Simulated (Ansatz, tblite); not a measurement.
**(CuH)3 ring (Cu₃H₃): which spin state is lowest**

Aim: set other spin states of (CuH)3 ring (Cu₃H₃) against its singlet, on many levels of theory.

Computed with Ansatz 0.2.0, Gaussian basis. Level: as each input shows.

The runs, in order: triplet, at the geometry of the singlet (GFN1-xTB, GFN2-xTB, PBE0-D4/def2-TZVP, PBE-D4/def2-TZVP, r2SCAN-D4/def2-TZVP); the singlet's energies come from earlier runs.

**1. The relaxed structure**

The geometry is that of the singlet, from an earlier relaxation (PBE-D4/def2-SVP).

6 atoms, charge 0, spin multiplicity 1.

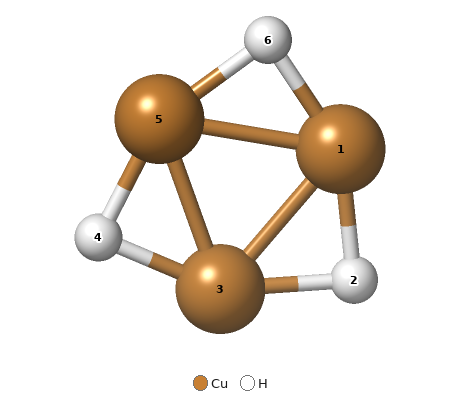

The geometry (copper orange, hydrogen white); atoms are numbered from 1 in the order of the file.

No spin-orbit coupling is included.

**2. Triplet at the fixed geometry, GFN1-xTB**

Tight binding, by tblite at 300 K electronic temperature and without a spin-polarisation term:

```python
tblite.interface.Calculator('GFN1-xTB', numbers, positions, charge=0, uhf=2).singlepoint()
```

Energy -410.1516 eV; 0.015 s.

**3. Triplet at the fixed geometry, GFN2-xTB**

Tight binding, by tblite at 300 K electronic temperature and without a spin-polarisation term:

```python
tblite.interface.Calculator('GFN2-xTB', numbers, positions, charge=0, uhf=2).singlepoint()
```

Energy -355.1301 eV; 0.033 s.

**4. Triplet at the fixed geometry, PBE0-D4/def2-TZVP**

The input, in.yaml:

```yaml
crystal:
  periodic: [false, false, false]
  atoms:
    - {symbol: Cu, position_ang: [0.586889, 1.188714, 0.198875]}
    - {symbol: H, position_ang: [-1.057657, 1.554293, 0.205186]}
    - {symbol: Cu, position_ang: [-1.336642, -0.086974, -0.053628]}
    - {symbol: H, position_ang: [-0.828002, -1.676952, -0.280753]}
    - {symbol: Cu, position_ang: [0.749731, -1.101740, -0.145239]}
    - {symbol: H, position_ang: [1.885680, 0.122668, 0.075558]}
basis:
  gaussian: {orbitals: def2-TZVP}
magnetization: {spin_polarized: true, initial_magnetization: 2}
hamiltonian: {xc: pbe0, dispersion: d4}
scf: {omitted_lower_state_checks: [starts]}
output: {orbitals: {seedname: orbitals}}
```

On the command line:

```sh
ansatz run in.yaml --threads 4 --pin off --events-out ev --progress --plain --max-ram 3916MiB
```

Log:

```text
Functional definition: PBE0
  name "PBE0"
  cite "Adamo & Barone, J. Chem. Phys. 110, 6158 (1999) doi:10.1063/1.478522"
  cite "Perdew, Burke & Ernzerhof, Phys. Rev. Lett. 77, 3865 (1996) doi:10.1103/PhysRevLett.77.3865"
  parent pbe
  parameter a = 0.25
  parameter kappa = 0.804
  parameter beta = 0.06672455060314922
  exchange = (1 - a)*pbe_x(kappa = kappa, mu = beta*pi^2/3) + a*exact_x
  correlation = pbe_c(beta = beta)
these checks for a lower state are left out or cut short: starts
1563 factors; integrals over basis functions are off by at most 9.6e-4 eV
mean field evaluation 1: about -133943.3031 eV, gradient 4.9e1 eV
mean field evaluation 2: about -133854.6912 eV, gradient 2.3e2 eV
mean field evaluation 4: about -133947.6223 eV, gradient 2.4e1 eV
mean field evaluation 8: about -133948.7317 eV, gradient 1.7e0 eV
mean field evaluation 16: about -133948.9761 eV, gradient 1.3e-1 eV
mean field evaluation 32: about -133948.9788 eV, gradient 8.1e-4 eV
mean field -133948.97884021 eV, -4922.5341784988 hartree, gradient 2.3e-6 eV, S^2 2.019554; 0 other end points of the search recorded, 0 dependent functions left out
reference -133948.97887991 eV, -4922.5341799579 hartree; 46, 44 occupied and 107, 109 virtual orbitals, 1563 factors
Total energy: -133949.11338616 eV, -4922.5391229714 hartree
Checks for a lower state left out: starts
```

Wall time 43 s (4 threads of Intel Xeon at 2.50GHz, shared host); peak memory 0.84 GiB.

From the report: HOMO -3.20 eV, LUMO -5.04 eV (over both spins; with the spin held, an empty level of the minority spin lies below the top filled one); ⟨S²⟩ 2.020 (pure: 2.00).

**5. Triplet at the fixed geometry, PBE-D4/def2-TZVP**

start.molden holds the orbitals of an earlier run on this state, given as this run's starting guess.

Edit in.yaml of step 4 so:

```diff
@@ -10,5 +10,5 @@
 basis:
-  gaussian: {orbitals: def2-TZVP}
+  gaussian: {orbitals: def2-TZVP, initial_orbitals: start.molden}
 magnetization: {spin_polarized: true, initial_magnetization: 2}
-hamiltonian: {xc: pbe0, dispersion: d4}
+hamiltonian: {xc: pbe, dispersion: d4}
 scf: {omitted_lower_state_checks: [starts]}
```

The command is unchanged.

Log:

```text
Functional definition: PBE
  name "PBE"
  cite "Perdew, Burke & Ernzerhof, Phys. Rev. Lett. 77, 3865 (1996) doi:10.1103/PhysRevLett.77.3865"
  parent pbe
  parameter kappa = 0.804
  parameter beta = 0.06672455060314922
  exchange = pbe_x(kappa = kappa, mu = beta*pi^2/3)
  correlation = pbe_c(beta = beta)
these checks for a lower state are left out or cut short: starts
1491 factors; their error is unknown
mean field evaluation 1: about -133949.5638 eV, gradient 9.2e0 eV
mean field evaluation 2: about -133949.9886 eV, gradient 9.0e-1 eV
mean field evaluation 4: about -133949.9281 eV, gradient 1.2e-1 eV
mean field evaluation 8: about -133949.9052 eV, gradient 3.4e0 eV
mean field evaluation 16: about -133949.9439 eV, gradient 1.6e0 eV
mean field -133949.95040098 eV, -4922.5698826986 hartree, gradient 2.6e-6 eV, S^2 2.004924; 0 other end points of the search recorded, 0 dependent functions left out
reference -133949.95045281 eV, -4922.5698846033 hartree; 46, 44 occupied and 107, 109 virtual orbitals, 1491 factors
Total energy: -133950.11074635 eV, -4922.5757752822 hartree
Checks for a lower state left out: starts
```

Wall time 28 s (4 threads of Intel Xeon at 2.50GHz, shared host).

HOMO -2.79 eV, LUMO -6.00 eV (over both spins; with the spin held, an empty level of the minority spin lies below the top filled one); ⟨S²⟩ 2.005 (pure: 2.00).

**6. Triplet at the fixed geometry, r2SCAN-D4/def2-TZVP**

Edit in.yaml of step 5 so:

```diff
@@ -12,3 +12,3 @@
 magnetization: {spin_polarized: true, initial_magnetization: 2}
-hamiltonian: {xc: pbe, dispersion: d4}
+hamiltonian: {xc: r2scan, dispersion: d4}
 scf: {omitted_lower_state_checks: [starts]}
```

The command is unchanged.

Log:

```text
Functional definition: r2SCAN
  name "r2SCAN"
  cite "Furness, Kaplan, Ning, Perdew & Sun, J. Phys. Chem. Lett. 11, 8208 (2020) doi:10.1021/acs.jpclett.0c02405"
  cite "Furness, Kaplan, Ning, Perdew & Sun, J. Phys. Chem. Lett. 11, 9248 (2020) doi:10.1021/acs.jpclett.0c03077"
  parent r2scan
  parameter k0 = 0.174
  parameter k1 = 0.065
  parameter a1 = 4.9479
  exchange = r2scan_x(k0 = k0, k1 = k1, a1 = a1)
  correlation = r2scan_c
these checks for a lower state are left out or cut short: starts
1491 factors; their error is unknown
mean field evaluation 1: about -133968.7464 eV, gradient 6.0e0 eV
mean field evaluation 2: about -133968.9334 eV, gradient 6.1e-1 eV
mean field evaluation 4: about -133968.9519 eV, gradient 3.1e-1 eV
mean field evaluation 8: about -133968.8804 eV, gradient 2.3e-2 eV
mean field evaluation 16: about -133968.8807 eV, gradient 4.3e-5 eV
mean field -133968.88067444 eV, -4923.2655574170 hartree, gradient 3.1e-6 eV, S^2 2.017388; 0 other end points of the search recorded, 0 dependent functions left out
reference -133968.88070200 eV, -4923.2655584297 hartree; 46, 44 occupied and 107, 109 virtual orbitals, 1491 factors
Total energy: -133968.91251172 eV, -4923.2667274153 hartree
Checks for a lower state left out: starts
```

It took 47 s on 4 threads of Intel Xeon at 2.50GHz, shared host; peak memory 0.57 GiB.

Report: HOMO -2.95 eV, LUMO -5.94 eV (over both spins; with the spin held, an empty level of the minority spin lies below the top filled one); ⟨S²⟩ 2.017 (pure: 2.00).

**7. Triplet less singlet, vertical**

The singlet's energies are those of its earlier runs, whose logs aren't repeated here.

| level | triplet less singlet, vertical (eV) | time |
| --- | --- | --- |
| GFN1-xTB | +2.845 | 0.027 s |
| GFN2-xTB | +6.584 | 0.04 s |
| PBE-D4/def2-TZVP | +3.193 | 31 s |
| r2SCAN-D4/def2-TZVP | +3.180 | 56 s |
| PBE0-D4/def2-TZVP | +3.715 | 52 s |

Times add the two runs; a level without a time comes out of a correlated run. Tight binding without a spin term can't rank spin states.

**8. What came out**

| quantity | value |
| --- | --- |
| triplet less singlet, vertical, functionals in def2-TZVP | +3.180 (r2SCAN-D4) to +3.715 eV (PBE0-D4) |

All functionals put the triplet above the singlet, over a spread of 0.535 eV. The checks for a lower triplet were left out, so another state of that spin may lie lower. The singlet here is a closed shell; an open-shell singlet can lie lower. These are electronic energies, without zero-point motion, entropy or surroundings.
